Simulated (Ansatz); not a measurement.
# GeH4Te: rigid scan of one bond length from a Python script

How does the energy of GeH4Te change as one bond is stretched? Aim: a rigid scan of one bond length, for GeH4Te, run from a script.

All numbers are computed with Ansatz 0.2.0 through its Python package. Level of theory: PBE/def2-SVP.

## Step 1: Starting point

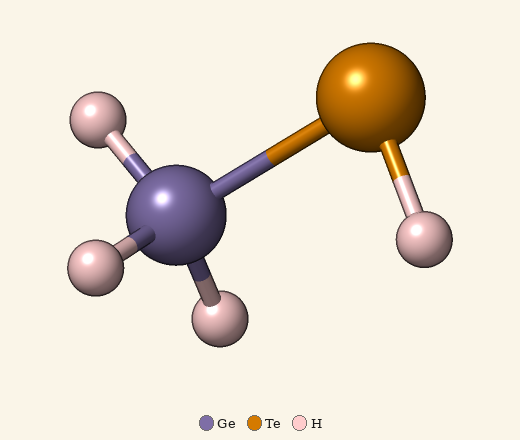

The structure that the script starts from, seen from a chosen angle (germanium purple, tellurium orange, hydrogen pink).

No structure file is read: the coordinates are typed or built in the script.

## Step 2: The code

Contents of geh4te_scan.py:

```python
# -*- coding: utf-8 -*-
import ansatz as az
import matplotlib.pyplot as plt
import numpy as np

GEOMETRY = """
Ge   -0.31040   -0.28240   -0.50470
Te   -0.07530    0.98880    1.71250
H     0.07290   -1.70630   -0.37220
H    -1.77710   -0.19730   -0.93840
H     0.49950    0.45330   -1.62160
H     1.63250    0.68000    1.67810
"""

geh4te = az.Crystal.molecule()
for line in GEOMETRY.strip().splitlines():
    symbol, *xyz = line.split()
    geh4te = geh4te.atom(symbol, [float(v) for v in xyz])

symbols = [site.symbol for site in geh4te.cartesian_sites]
start = np.array([site.position_ang for site in geh4te.cartesian_sites])
axis = (start[2] - start[0]) / np.linalg.norm(start[2] - start[0])
moving = [2]
lengths, energies = [1.303, 1.362, 1.421, 1.481, 1.54, 1.599, 1.658, 1.747], []
for length in lengths:
    xyz = start.copy()
    xyz[moving] += (length - np.linalg.norm(start[2] - start[0])) * axis
    point = az.Crystal.molecule()
    for symbol, place in zip(symbols, xyz):
        point = point.atom(symbol, place.tolist())
    model = (
        point.calculation()
        .basis(gaussian="def2-SVP")
        .functional("PBE")
    )
    summary = model.run(threads=1, pin="off").report
    energies.append(summary["free_energy_ev"])
    print(f"r = {length:6.3f} A  E = {energies[-1]:.5f} eV  <S^2> = {abs(summary['mean_field']['state']['spin_squared']):.3f}")

fit = np.polynomial.Polynomial.fit(lengths, np.array(energies) - min(energies), 4).convert()
roots = [r.real for r in fit.deriv().roots() if abs(r.imag) < 1e-9 and fit.deriv(2)(r.real) > 0]
r_e = min(roots, key=lambda r: abs(r - lengths[int(np.argmin(energies))]))
print(f"minimum of the fit at {r_e:.4f} A, force constant {fit.deriv(2)(r_e):.2f} eV/A^2")
plt.figure(figsize=(4.5, 3))
plt.plot(lengths, np.array(energies) - min(energies), "o-")
plt.xlabel("bond length (A)")
plt.ylabel("E - E(min) (eV)")
plt.tight_layout()
plt.savefig("scan.png", dpi=100)
```

## Step 3: The input behind the calls

The engine receives this input (first run):

```yaml
crystal:
  periodic: [false, false, false]
  atoms:
    - { symbol: Ge, position_ang: [-0.3104, -0.2824, -0.5047] }
    - { symbol: Te, position_ang: [-0.0753, 0.9888, 1.7125] }
    - { symbol: H, position_ang: [0.026938798347831035, -1.5355612704604138, -0.38808797082940877] }
    - { symbol: H, position_ang: [-1.7771, -0.1973, -0.9384] }
    - { symbol: H, position_ang: [0.4995, 0.4533, -1.6216] }
    - { symbol: H, position_ang: [1.6325, 0.68, 1.6781] }
basis:
  gaussian:
    orbitals: def2-SVP
hamiltonian:
  xc: pbe
```

## Step 4: Running it

Command:

```
python geh4te_scan.py
```

Log:

```text
r =  1.303 A  E = -63859.76444 eV  <S^2> = 0.000
r =  1.362 A  E = -63860.10133 eV  <S^2> = 0.000
r =  1.421 A  E = -63860.31513 eV  <S^2> = 0.000
r =  1.481 A  E = -63860.43378 eV  <S^2> = 0.000
r =  1.540 A  E = -63860.47482 eV  <S^2> = 0.000
r =  1.599 A  E = -63860.45786 eV  <S^2> = 0.000
r =  1.658 A  E = -63860.39639 eV  <S^2> = 0.000
r =  1.747 A  E = -63860.24260 eV  <S^2> = 0.000
minimum of the fit at 1.5497 A, force constant 15.76 eV/A^2
```

Wall time 13 s (1 thread of Arm Neoverse V1, shared host); peak memory 0.22 GiB.

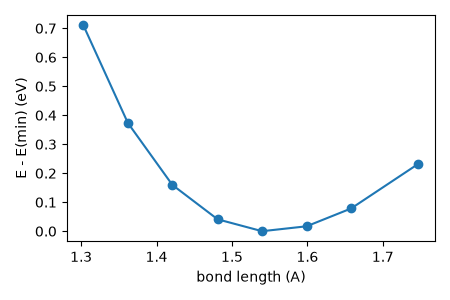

The script's own figure, scan.png.

## Step 5: What changed from run to run

The engine's inputs for some of the other runs:

Run 3, against run 1:

```diff
@@ -6 +6 @@
-    - { symbol: H, position_ang: [0.026938798347831035, -1.5355612704604138, -0.38808797082940877] }
+    - { symbol: H, position_ang: [0.0574882827722701, -1.6490478628735594, -0.37752755682930916] }
```

Run 7, against run 1:

```diff
@@ -6 +6 @@
-    - { symbol: H, position_ang: [0.026938798347831035, -1.5355612704604138, -0.38808797082940877] }
+    - { symbol: H, position_ang: [0.11884614555694847, -1.876982798483013, -0.35631723379521085] }
```

Run 8, against run 1:

```diff
@@ -6 +6 @@
-    - { symbol: H, position_ang: [0.026938798347831035, -1.5355612704604138, -0.38808797082940877] }
+    - { symbol: H, position_ang: [0.14188770584317795, -1.9625786181844536, -0.34835217577818656] }
```

## Step 6: The engine's runs

From the records of these 8 runs:

```csv
run,distance (Å),energy from run 5 (eV),SCF cycles,CPU time (s)
1,1.30,0.7104,14,1.4
2,1.36,0.3735,14,1.4
3,1.42,0.1597,14,1.4
4,1.48,0.0410,14,1.4
5,1.54,0.0000,14,1.4
6,1.60,0.0170,14,1.4
7,1.66,0.0784,14,1.4
8,1.75,0.2322,14,1.4
```

## Step 7: What came out

| quantity | value |
| --- | --- |
| bond length at the fit's minimum | 1.5497 Å |
| runs compared | 8 |
| range of energy | 0.710 eV |
| lowest point, distance (Å) | 1.54 |

In words: The curve has its lowest point inside the range, at 1.54. The ends stand 0.71 and 0.232 eV above it. The distance scanned is the script's pair 0, 2. Notes:
- The rest of the molecule is held rigid at a force-field or estimated start geometry, and the basis set is modest; single-reference methods fail as a bond breaks.
- def2 sets replace the cores of elements past krypton by effective core potentials.
- The orbitals are restricted, so S² is zero by construction.
